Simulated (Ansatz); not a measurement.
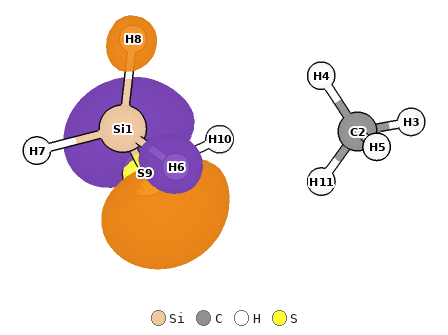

Figure 1: H$_{4}$SSi···CH$_{4}$. One frontier orbital at ±0.15 Å⁻³ᐟ² (orange and purple are the two phases), seen from one side.

These are results of RKS PBE-D4/def2-SVP (Ansatz), not measurements.

The calculation's input:

```
crystal:
  periodic: [false, false, false]
  atoms:
    - { symbol: Si, position_ang: [-0.452093, 0.356168, -0.448325] }
    - { symbol: C, position_ang: [-0.223746, -0.230131, 2.577365] }
    - { symbol: H, position_ang: [-0.543917, -0.674221, 3.541667] }
    - { symbol: H, position_ang: [0.184919, -1.037099, 1.939225] }
    - { symbol: H, position_ang: [0.565395, 0.52739, 2.771846] }
    - { symbol: H, position_ang: [0.467217, 1.20292, 0.379825] }
    - { symbol: H, position_ang: [-0.269358, 0.777755, -1.882903] }
    - { symbol: H, position_ang: [-0.123275, -1.103114, -0.334183] }
    - { symbol: S, position_ang: [-2.547891, 0.695414, -0.021897] }
    - { symbol: H, position_ang: [-2.701623, -0.468216, 0.669501] }
    - { symbol: H, position_ang: [-1.099128, 0.261934, 2.100878] }
basis:
  gaussian: { orbitals: def2-SVP }
hamiltonian:
  xc: pbe
  dispersion: d4
relax:
  f_tol: 0.03
  max_steps: 50
output:
  orbitals: {}
```

Command:

```sh
ansatz run input.yaml --threads 2 --pin off --max-ram 3072MiB --backend cpu --events-out ev --progress --plain --runs-dir out
```

The fields are those of the run's last geometry, not of the input's.

Which orbital is it: HOMO or LUMO?

The HOMO, at −6.09 eV. By Hirshfeld shares it lies mainly on S9 (about 80 %); largely a lone pair of S9.
